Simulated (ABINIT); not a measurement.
Band structure of MgB₂ (P6/mmm, 3 atoms in the cell).

```yaml
crystal:
  lattice:
    - [1.54500, -2.67602, 0.00000]
    - [1.54500, 2.67602, 0.00000]
    - [0.00000, 0.00000, 3.52000]
  atoms:
    - { symbol: Mg, position: [0.00000, 0.00000, 0.00000] }
    - { symbol: B, position: [0.33333, 0.66667, 0.50000] }
    - { symbol: B, position: [0.66667, 0.33333, 0.50000] }
```

Level of theory: PBE, norm-conserving pseudopotentials (PseudoDojo nc-sr-05 PBE standard) (plane waves; ABINIT 10.0.3).

Settings: pseudos = [Mg.upf, B.upf]; ecut = 42 Ha; occopt = 3; tsmear = 0.05 eV; ngkpt = 12 12 9; nshiftk = 1; shiftk = 0 0 0; potentials = PseudoDojo nc-sr-05 PBE standard; kptopt = 1; nstep = 80; tolvrs1 = 1e-12; ndtset = 2; getden2 = 1.

The starting cell has typed, rounded lattice constants, without a prior relaxation at this level.

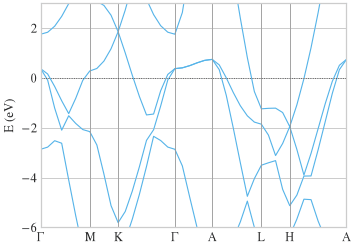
Bands along the path, energies from the Fermi level.

Levels in eV from the Fermi level, bands 5 to 12:
```
point       5      6      7      8      9    10     11     12
-----  ------  -----  -----  -----  -----  ----  -----  -----
Γ      -12.37  -2.87   0.37   0.37   1.75  6.30   6.30   8.04
M       -8.49  -7.79  -2.16   0.28   3.12  3.92   5.39   7.14
K       -7.23  -7.23  -5.81   1.85   1.85  6.24   6.24   8.86
A      -11.08  -7.36   0.74   0.74   6.66  6.66   7.92   9.79
L       -7.52  -6.87  -3.51  -1.86  -1.24  5.70   8.77   8.93
H       -6.33  -6.33  -5.13  -1.96  -1.96  3.60  11.64  11.85
```

Bands cross the Fermi level along this path, so the cell is metallic at this level.
